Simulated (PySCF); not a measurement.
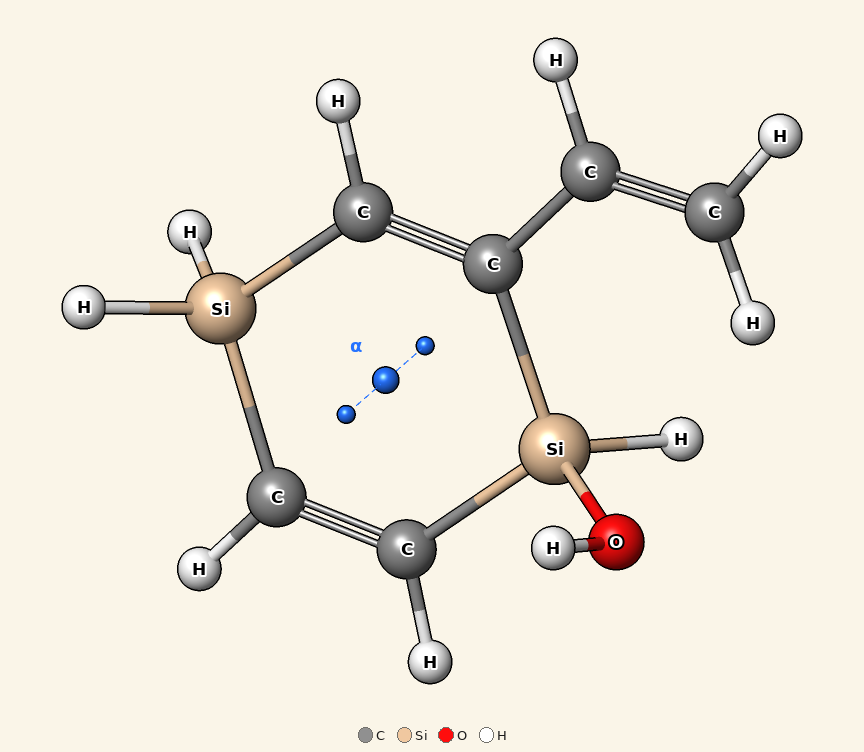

The small points mark where nucleus-independent chemical shifts (NICS) were computed: at the centre of each lettered ring and 1 Å above and below it. Computed geometry: PBE0-D3(BJ)/def2-SVP optimisation. No frequency run is at hand to confirm it as a minimum. Properties computed with GIAO PBE0/pcSseg-1 NMR shielding, non-relativistic, IEF-PCM benzene (PySCF 2.14.0).

Give NICS(0), NICS(1) and the out-of-plane component NICS(1)zz for each ring (means of the two sides).

| ring | members | NICS(0) | NICS(1) | NICS(1)zz |
| --- | --- | --- | --- | --- |
| α | C4Si2 | 0.7 | −0.9 | 4.2 |

Values in ppm.

Question. What do the values say about the ring currents?

Answer. Ring α: weak, as in a non-aromatic ring. NICS is one index among several.
